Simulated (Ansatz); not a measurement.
**AlO (SMILES [O]=[Al]) at UHF/3-21G**

Aim: the vertical ionisation energy of AlO at UHF/3-21G, from 2 runs. 

The results are computed with Ansatz 0.2.0.

48 further runs of the same task are left out: 2 that didn't finish, 46 set aside as unsound or not needed.

## (1) The system as given

AlO: 2 atoms, total charge 0, spin state doublet. As SMILES, `[O]=[Al]`. Geometry: relaxed at PBE0-D4/def2-TZVP.

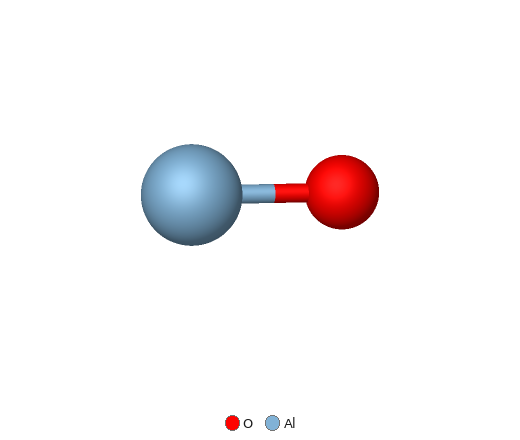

The structure, seen from a chosen angle (oxygen red, aluminium light blue).

## (2) A single-point energy at UHF/3-21G

Input file run.yaml:

```yaml
crystal:
  periodic: [false, false, false]
  atoms:
    - {symbol: O, position_ang: [0.000000, -0.000000, -0.024920]}
    - {symbol: Al, position_ang: [-0.000000, 0.000000, 1.594970]}
basis:
  gaussian:
    orbitals: 3-21G.json
accuracy: high
hamiltonian:
  xc: hf
magnetization:
  spin_polarized: true
  initial_magnetization: 1
```

The basis set 3-21G is read from a file made from the Basis Set Exchange's data (not shown).

Launch:

```bash
ansatz run run.yaml --threads 1 --pin off --max-ram 3480MiB --events-out events.jsonl --progress --plain --runs-dir runs
```

The program printed:

```text
Warning: RAYON_NUM_THREADS=1 ignored (pool sized by the plan → 1); use --threads N
Functional definition: HF
  name "HF"
  exchange = exact_x
  correlation = 0
411 factors; integrals over basis functions are off by at most 3.8e-9 eV
mean field evaluation 1: about -8564.9222 eV, gradient 3.4e1 eV
mean field evaluation 2: about -8564.9274 eV, gradient 3.4e1 eV
mean field evaluation 4: about -8570.9754 eV, gradient 2.8e0 eV
mean field evaluation 8: about -8571.1103 eV, gradient 9.1e-1 eV
mean field evaluation 16: about -8571.5875 eV, gradient 3.0e-8 eV
mean field evaluation 32: about -8571.9368 eV, gradient 3.2e-8 eV
mean field evaluation 64: about -8571.4782 eV, gradient 1.3e0 eV
mean field evaluation 96: about -8571.9252 eV, gradient 8.4e-2 eV
mean field evaluation 128: about -8571.5856 eV, gradient 3.3e0 eV
mean field evaluation 160: about -8571.9174 eV, gradient 7.5e-2 eV
mean field evaluation 192: about -8571.9309 eV, gradient 2.7e-1 eV
mean field evaluation 224: about -8568.8900 eV, gradient 8.1e0 eV
mean field evaluation 256: about -8571.2007 eV, gradient 1.1e0 eV
mean field -8571.93676852 eV, -315.0128659758 hartree, gradient 2.2e-8 eV, S^2 0.870153; 8 other end points of the search recorded, 0 dependent functions left out
reference -8571.93676852 eV, -315.0128659758 hartree; 11, 10 occupied and 11, 12 virtual orbitals, 411 factors
Total energy: -8571.93676852 eV, -315.0128659758 hartree
```

Run time: 0.44 s. Hardware: 1 thread of Intel Xeon Platinum 8488C (Sapphire Rapids), shared host.

## (3) The singlet cation at the same level

Input file in.yaml:

```yaml
crystal:
  periodic: [false, false, false]
  atoms:
    - {symbol: O, position_ang: [0.000000, -0.000000, -0.024920]}
    - {symbol: Al, position_ang: [-0.000000, 0.000000, 1.594970]}
basis:
  gaussian: {orbitals: 3-21G.json}
total_charge: 1
magnetization: {spin_polarized: false}
hamiltonian: {xc: hf}
accuracy: high
```

The basis set 3-21G is read from a file made from the Basis Set Exchange's data (not shown).

Launch:

```bash
ansatz run in.yaml --threads 1 --pin off --max-ram 3480MiB --events-out events.jsonl --progress --plain --runs-dir runs
```

The program printed:

```text
Warning: RAYON_NUM_THREADS=1 ignored (pool sized by the plan → 1); use --threads N
[... 4 set-up lines as earlier in the session ...]
410 factors; integrals over basis functions are off by at most 3.8e-9 eV
mean field evaluation 1: about -8543.4313 eV, gradient 8.9e1 eV
mean field evaluation 2: about -8543.4325 eV, gradient 8.9e1 eV
mean field evaluation 4: about -8558.4050 eV, gradient 2.7e1 eV
mean field evaluation 8: about -8561.2395 eV, gradient 1.4e0 eV
mean field evaluation 16: about -8561.2432 eV, gradient 3.6e-8 eV
mean field evaluation 32: about -8554.0079 eV, gradient 3.4e1 eV
mean field -8561.24319396 eV, -314.6198843590 hartree, gradient 3.6e-8 eV, S^2 0.000000; 0 other end points of the search recorded, 0 dependent functions left out
reference -8561.24319396 eV, -314.6198843590 hartree; 10, 10 occupied and 12, 12 virtual orbitals, 410 factors
Total energy: -8561.24319396 eV, -314.6198843590 hartree
```

Wall time 0.14 s (1 thread of Intel Xeon Platinum 8488C (Sapphire Rapids), shared host).

## (4) Outcome

At UHF/3-21G:

```
                                          quantity          value
                         doublet AlO: total energy  -315.01287 Eh
                                 doublet AlO: ⟨S²⟩          0.870
                      singlet cation: total energy  -314.61988 Eh
vertical ionisation energy (to the singlet cation)      10.694 eV
```

Removing an electron at fixed nuclei costs 10.69 eV (247 kcal/mol). Only the singlet of the ionised species was computed; a triplet could lie lower. ⟨S²⟩ (doublet AlO) is 0.87 where a pure doublet has 0.75: the reference is spin-contaminated.
